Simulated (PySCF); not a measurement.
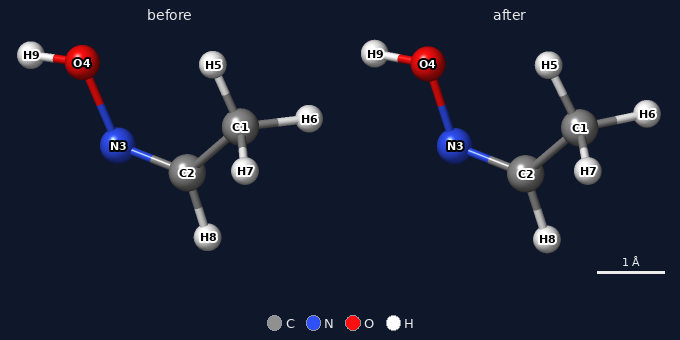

The structure of C$_{2}$H$_{5}$NO before (left) and after (right) a relaxation, at one scale.

The picture is a ball-and-stick view, seen at a tilt.

The start comes from GFN2-xTB. Its atoms were then displaced at random by about 0.01 Å.

All numbers below come from PBE0-D3(BJ)/def2-SVP geometry optimisation, gas phase (PySCF 2.14.0, density-fitted response routines). 

> Summarise the run.

After 6 geometry steps the energy has fallen by 4.88 kcal/mol. The atom that moves furthest after the best rigid fit is O4 (0.090 Å). By element the largest moves are O 0.090 Å, H 0.082 Å, N 0.051 Å, C 0.029 Å. Near-neighbour distances that change, for instance: N3–O4 1.419 → 1.372 Å, C1–H5 1.056 → 1.096 Å, O4–H9 0.928 → 0.962 Å, C2–N3 1.247 → 1.275 Å. Among the angles between lasting bonds that change: C2–N3–O4 118.7° → 113.5°, N3–O4–H9 105.5° → 102.8°, C2–C1–H6 108.1° → 110.3°. Cost: 11 s on 1 thread of Intel(R) Xeon(R) CPU @ 2.60GHz, on a shared host.
